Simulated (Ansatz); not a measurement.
# C3H9GaS3: what the fields show

Input

```
crystal:
  periodic: [false, false, false]
  atoms:
    - {symbol: C, position_ang: [1.816153, -0.219448, 2.497251]}
    - {symbol: S, position_ang: [1.978171, -0.601336, 0.724812]}
    - {symbol: Ga, position_ang: [0.000070, 0.001940, 0.000296]}
    - {symbol: S, position_ang: [-0.495023, -0.199625, -2.124847]}
    - {symbol: C, position_ang: [1.058456, -0.897382, -2.767655]}
    - {symbol: S, position_ang: [-1.481608, 0.806185, 1.400128]}
    - {symbol: C, position_ang: [-2.874739, 1.116034, 0.270297]}
    - {symbol: H, position_ang: [1.019712, -0.803510, 2.955722]}
    - {symbol: H, position_ang: [2.764714, -0.489412, 2.960715]}
    - {symbol: H, position_ang: [1.634003, 0.842092, 2.657260]}
    - {symbol: H, position_ang: [1.278503, -1.859903, -2.308478]}
    - {symbol: H, position_ang: [1.892353, -0.214880, -2.610997]}
    - {symbol: H, position_ang: [0.914715, -1.040810, -3.838285]}
    - {symbol: H, position_ang: [-3.681589, 1.525389, 0.877627]}
    - {symbol: H, position_ang: [-2.607149, 1.840838, -0.496985]}
    - {symbol: H, position_ang: [-3.216731, 0.193827, -0.196852]}
basis:
  gaussian: {orbitals: def2-TZVPP}
hamiltonian: {xc: pbe0, dispersion: d4}
output: {orbitals: {seedname: orbitals}}
```

Command:

```sh
ansatz run in.yaml --threads 2 --pin off --events-out ev --progress --plain --max-ram 32768MiB --backend cuda --devices 0, --max-vram 18GiB
```

Geometry: PBE0-D4/def2-TZVP.

All numbers below come from Ansatz, RKS PBE0-D4/def2-TZVPP.

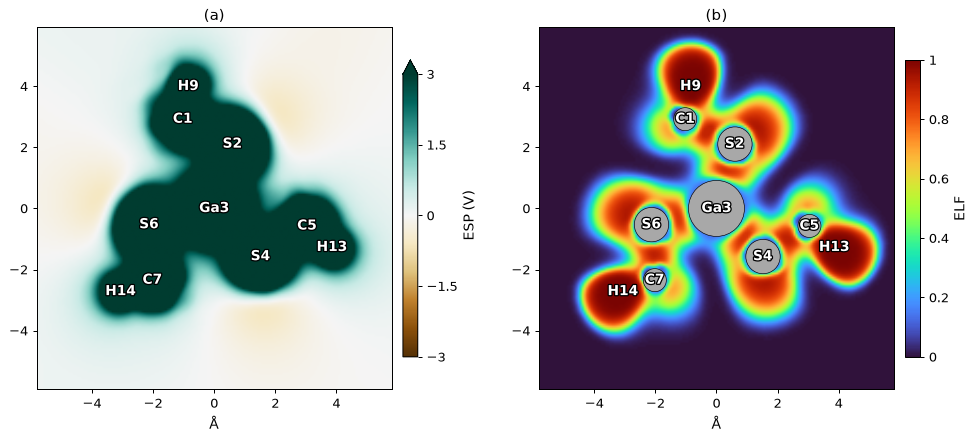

Figure 1. (a) electrostatic potential; (b) electron localisation function on the plane of atoms S2, C1 and H9. Grey discs cover the atomic cores in the ELF map.

Read the bonding off the picture.

Answer. The plane passes through C, S, Ga and H nuclei. C–S (1.82 Å): the ELF peaks at about 0.90 between the atoms, as expected for a covalent bond. Ga–S (2.19 Å): the ELF peaks at about 0.85 in the valence shell of S, 0.9 Å from its nucleus, and is about 0.70 at the midpoint. C–H (1.09 Å): the ELF climbs to about 1 towards the hydrogen, as it does in any bond to H; a covalent bond by its length. The ELF also peaks beside S4, S6 and S2, away from the bonds: lone-pair regions. Outside the dense part of the molecule the potential is most negative (−0.6 V) near S2, S4 and S6.

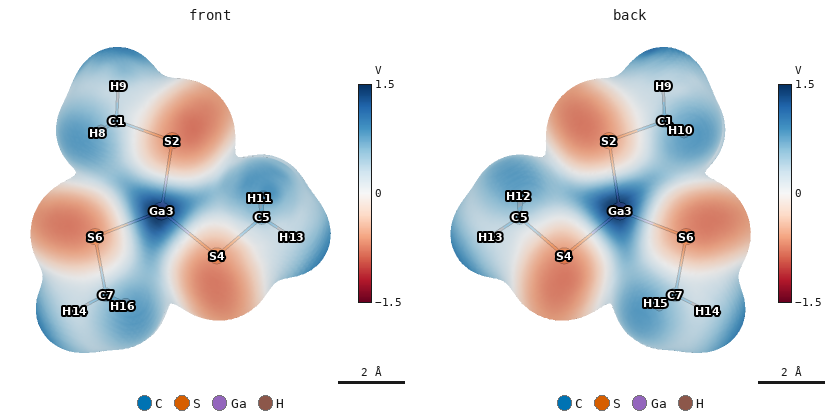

Figure 2. The electrostatic potential painted on the density surface at 0.002 e/bohr³, seen from the front and from behind; the colour scale runs from red (negative) to blue (positive).

Describe the electrostatic potential map.

Answer. The most negative region (about −0.8 V) lies over S2, S4 and S6, the most positive (about +1.4 V) over Ga3.

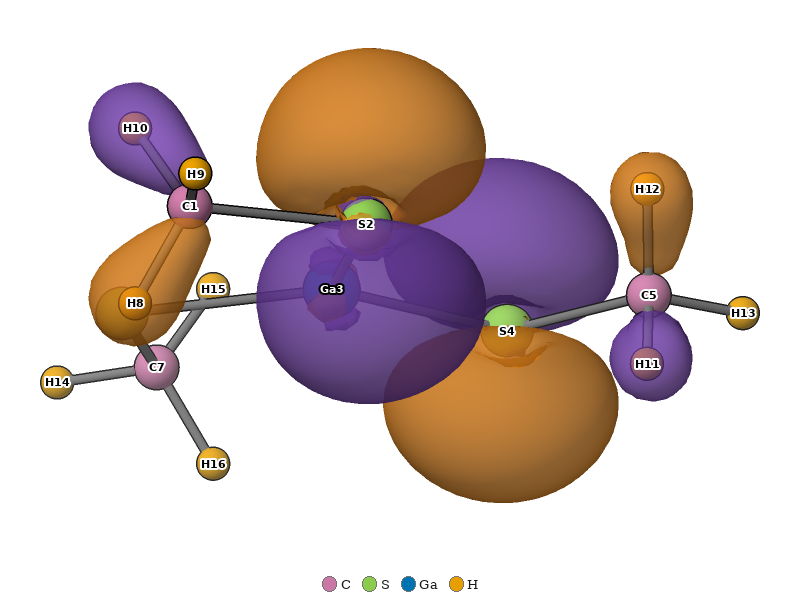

Figure 3. The HOMO at ±0.1 Å⁻³ᐟ² (orange and purple are the two phases), seen from one side.

Where does this orbital lie, and at what energy?

Answer. By Hirshfeld shares it lies mainly on S2 (about 40 %), S4 (about 40 %) and Ga3 (about 5 %); largely a combination of lone pairs on S2 and S4. It is one of a degenerate set, so its orientation is arbitrary. Its energy is −6.90 eV.
